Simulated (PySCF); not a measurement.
**H5NSi, SMILES `N[SiH3]`: what the electrons do**

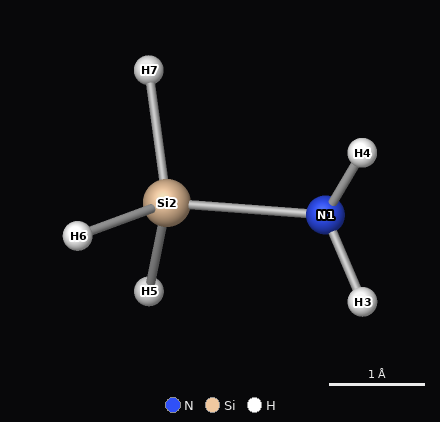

The molecule, with its atoms numbered as below. No frequency check shows the geometry to be a minimum.

Geometry (Å), atoms numbered from 1:

```
N1      -1.1407    0.0003    0.0682
Si2      0.5808    0.0004   -0.0022
H3      -1.6365   -0.8246   -0.2298
H4      -1.6375    0.8202   -0.2404
H5       0.9868   -1.2149    0.6985
H6       1.1558   -0.0144   -1.3572
H7       0.9854    1.2255    0.6826
```

### 1. Bonding charge

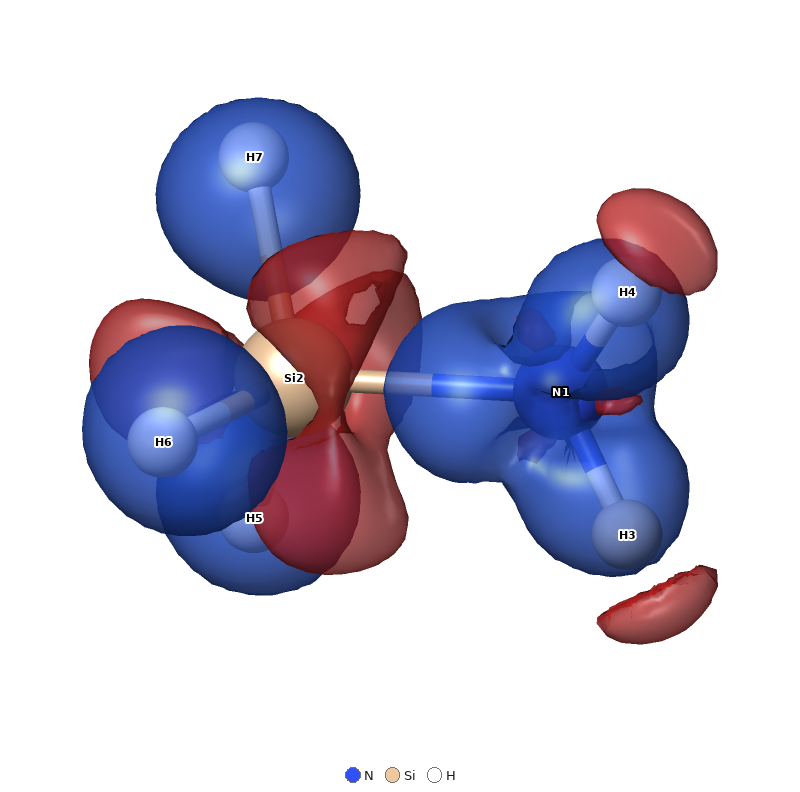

Deformation density (molecule less spherical, spin-averaged free atoms at the same positions), surfaces at ±0.07 e/Å³; blue: gain, red: loss.

Computed with PySCF, PBE/def2-TZVP, geometry: GFN2-xTB.

Q: How much density has each bond gained at its critical point, relative to the free atoms?

A: N1–H4 and N1–H3: +0.77 e/Å³ at the bond critical point (bond length 1.01 Å, Mayer order 0.9). Si2–H5 and Si2–H7: +0.22 e/Å³ at the bond critical point (bond length 1.46 Å, Mayer order 0.9). Si2–H6: +0.22 e/Å³ at the bond critical point (bond length 1.47 Å, Mayer order 0.9). N1–Si2: +0.14 e/Å³ at the bond critical point (bond length 1.72 Å, Mayer order 1.2). In all, 1.5 electrons gather in the regions of gain relative to the promolecule. A small or negative value marks a very polar bond, one between electron-rich atoms, whose free-atom densities already overlap strongly, a long bond to a heavier atom, or a closed-shell contact such as a hydrogen bond.

Q: Where do the Hirshfeld charges lie?

A: The highest Hirshfeld charge is on Si2 (+0.32 e), the lowest on N1 (−0.30 e).

### 2. Bond critical points

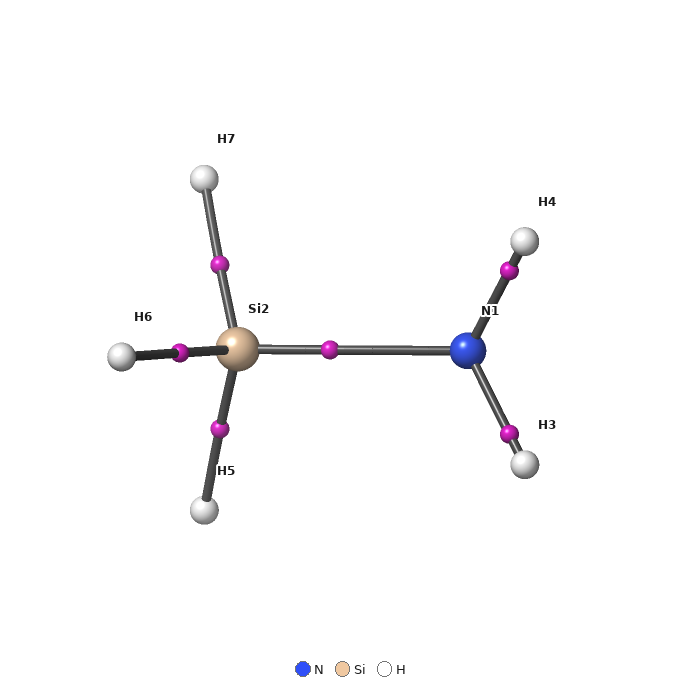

Molecular graph of the electron density (QTAIM): bond paths, bond critical points (magenta), ring points (cyan, if any); weak paths are dashed.

Q: How many critical points of each kind are there, and does the count close?

A: 7 nuclei, 6 bond, 0 ring and 0 cage critical points: 7 − 6 + 0 − 0 = 1, as the Poincaré–Hopf relation requires.

Q: Tabulate density, Laplacian, ellipticity and energy density at the bond critical points (atomic units).

A:
| bond | length (Å) | ρ (a.u.) | ∇²ρ (a.u.) | ε | H (a.u.) |
| --- | --- | --- | --- | --- | --- |
| N1–H4 (2 alike) | 1.007 | 0.336 | −1.60 | 0.03 | −0.463 |
| N1–Si2 | 1.723 | 0.132 | +0.54 | 0.14 | −0.060 |
| Si2–H5 (2 alike) | 1.460 | 0.125 | +0.17 | 0.03 | −0.079 |
| Si2–H6 | 1.472 | 0.123 | +0.16 | 0.03 | −0.077 |

Q: What kind of interaction is Si2–H6?

A: Polar or intermediate (positive Laplacian, negative energy density H): ρ = 0.123, ∇²ρ = +0.16, H = −0.077 a.u.

### 3. Local ionisation energy

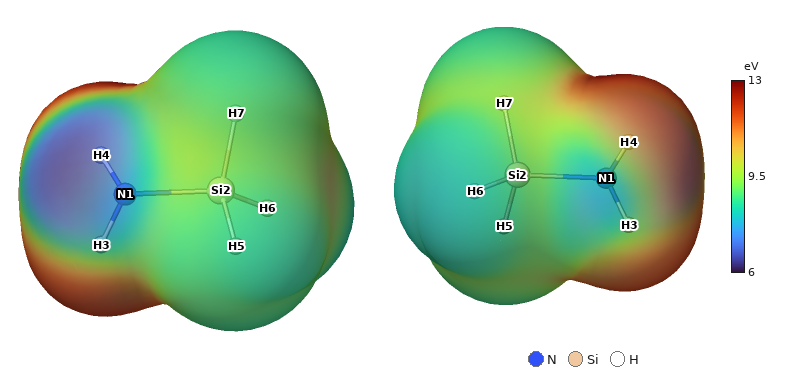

Average local ionisation energy on the surface of electron density 0.001 a.u. (back view left, front view right).

Q: Locate the minima of the map.

A: The lowest value is 6.6 eV, 2.1 Å from N1. Further minima include 7.6 eV, near H4 (1.97 Å), H3 (1.97 Å) and N1 (2.05 Å); 8.0 eV, 1.5 Å from H6; 8.5 eV, 1.5 Å from H5, and at like points elsewhere. For comparison, the highest occupied orbital lies at −5.9 eV.

Q: What volume does the surface enclose, and what is the dipole moment?

A: About 78 Å³; the dipole moment is 1.2 D.

### 4. In an electric field

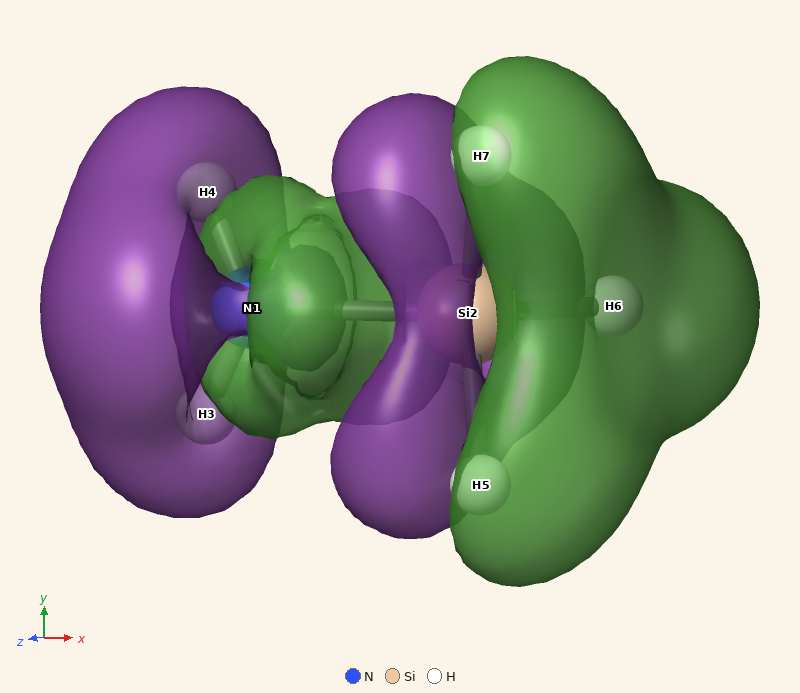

Change of the electron density in a uniform field of 0.21 V/Å, surfaces at ±0.001 e/Å³ (purple: gain, green: loss).

Level of theory: PBE/def2-TZVP (PySCF), at a geometry from GFN2-xTB. A basis without diffuse functions makes polarisabilities too small.

Q: Along which Cartesian direction does the field point?

A: Along +x: electrons gather on the −x side, against the field.

Q: What dipole is induced, and what polarisability does it imply?

A: The induced dipole is 0.38 D (along the field); α along this axis, from the fields in both directions, is 38 bohr³ (5.6 Å³).

Q: Which atoms gain and lose the most charge?

A: Electrons gather most on H3 and H4 alike (Hirshfeld charge changes by −0.006 e) and leave Si2 most (+0.006 e); 0.037 electrons are displaced in all.

### 5. Removing or adding an electron

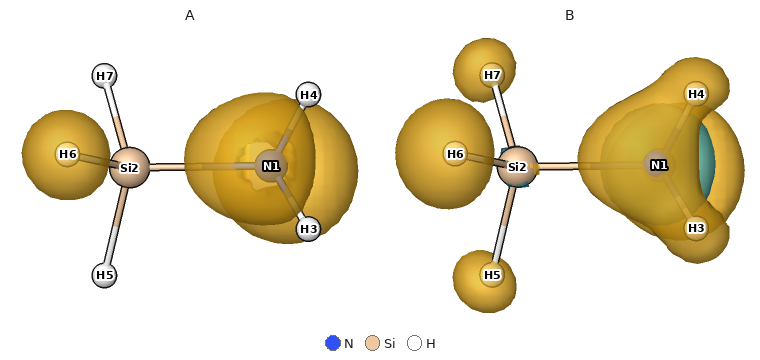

The Fukui function f⁻ from two separate SCF calculations and the density of the HOMO, at ±0.04 e/Å³ (yellow positive, teal negative).

Q: Which panel is which, and how good is the frozen-orbital picture?

A: B is f⁻ (it has negative regions), A the HOMO density. The HOMO lies on N1 (63 %), Si2 (14 %) and H6 (9 %); f⁻ (Hirshfeld-condensed) is largest on N1 (0.30) and Si2 (0.20); the vertical ionisation energy is 9.65 eV. Relaxation shifts 33 % of the electron between atoms. The orbital energy is −5.95 eV.
